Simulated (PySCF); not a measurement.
# C$_{3}$H$_{11}$FOSi$_{2}$ (SMILES CC[C@H](F)[SiH2]O[SiH3]): what the fields show

Input file:

```
{"job": {"kind": "nmr", "xc": "PBE0", "basis": "pcSseg-1"}, "charge": 0, "multiplicity": 1}
C     -2.563095    -0.703962    -0.833811
C     -1.282673    -0.936933    -0.047387
C     -0.733050     0.325179     0.587484
F     -0.537132     1.296439    -0.407973
Si     0.975095     0.128382     1.401617
O      2.053694    -0.202308     0.186786
Si     2.431380     0.342414    -1.341117
H     -3.366416    -0.320645    -0.184294
H     -2.396018     0.034872    -1.630631
H     -2.920573    -1.634163    -1.299513
H     -1.451386    -1.669621     0.760882
H     -0.511732    -1.377053    -0.703037
H     -1.475452     0.739027     1.296248
H      1.339892     1.401100     2.090936
H      0.975899    -1.001291     2.374669
H      3.793431    -0.163227    -1.673326
H      1.456769    -0.191426    -2.337189
H      2.428125     1.833895    -1.385740
```

Command:

```sh
OMP_NUM_THREADS=1 python probes_run.py task.json out
```

Geometry: PBE0-D3(BJ)/def2-SVP.

All numbers below come from PySCF 2.14.0, PBE0/pcSseg-1, SCF density, gas phase, non-relativistic.

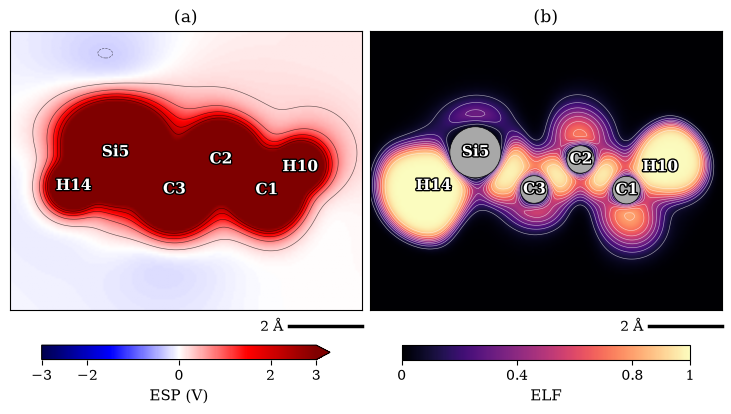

Figure 1. (a) electrostatic potential; (b) ELF on the plane of atoms C2, C3 and Si5. Grey discs cover the atomic cores in the ELF map.

### What does the map show?

- The section cuts through C, Si and H sites.
- C–C (1.52 Å): the ELF peaks at about 0.95 between the atoms (a covalent bond).
- C–Si (1.90 Å): the ELF peaks at about 1 between the atoms: a shared electron pair.
- C–H (1.10 Å): the ELF climbs to about 1 towards the hydrogen, as it does in any bond to H (a covalent bond by its length).
- Si–H (1.49 Å): the ELF climbs to about 1 towards the hydrogen.
- The potential has no marked negative region in this plane.

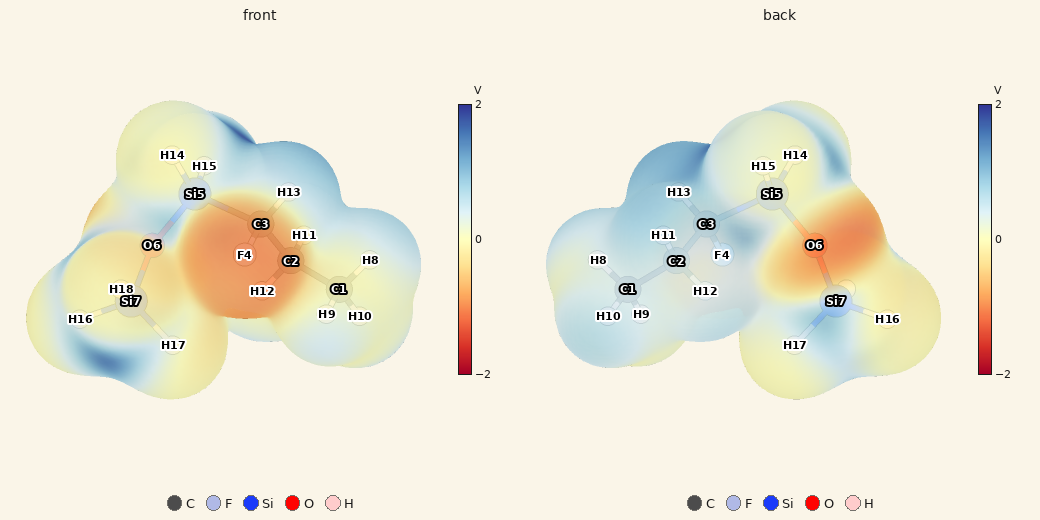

Figure 2. The electrostatic potential painted on the density surface at 0.002 e/bohr³, seen from the front and from behind; red is negative and blue positive.

### Which sites attract a positive test charge, and which a negative one?

A positive charge is drawn to the negative regions and a negative charge to the positive ones. The most negative region (about −1.0 V) lies over F4 and O6, the most positive (about +1.5 V) over Si5 and Si7.
